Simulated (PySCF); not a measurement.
```xyz
16

B    -1.5970    0.9414    0.4888
Si    0.1339    1.8037    0.1937
C     1.2141    0.5611   -0.7846
C     1.1719   -0.8457   -0.1865
N    -0.1283   -1.4708   -0.3521
Si   -1.5534   -1.0168    0.5172
H    -2.5970    1.5402    0.6112
H     0.8754    2.0775    1.4467
H     0.1980    3.0733   -0.5614
H     2.2533    0.8906   -0.8100
H     0.8770    0.5019   -1.8209
H     1.4606   -0.7945    0.8745
H     1.9176   -1.4703   -0.6902
H    -0.0477   -2.4378   -0.6209
H    -1.5954   -1.5769    1.8983
H    -2.5904   -1.7679   -0.2153
```

Geometry: GFN2-xTB.

Computed with B3LYP/def2-SVPD, SCF density, gas phase (PySCF 2.14.0).

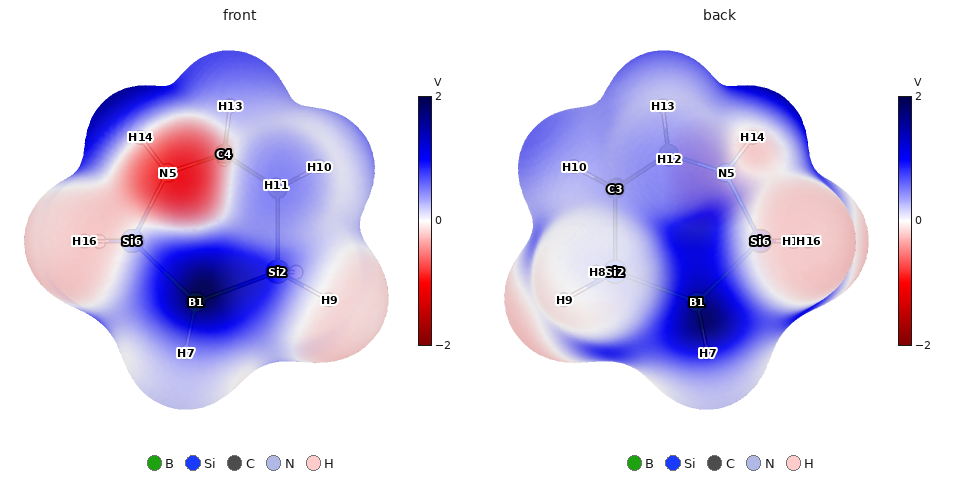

C$_{2}$H$_{10}$BNSi$_{2}$ (SMILES B1[SiH2]CCN[SiH2]1). The molecular electrostatic potential painted on the density surface at 0.002 e/bohr³, seen from the front and from behind; red is negative and blue positive.

Q: Describe the electrostatic potential map.

A: The most negative region (about −0.9 V) lies over N5, the most positive (about +1.9 V) over B1.
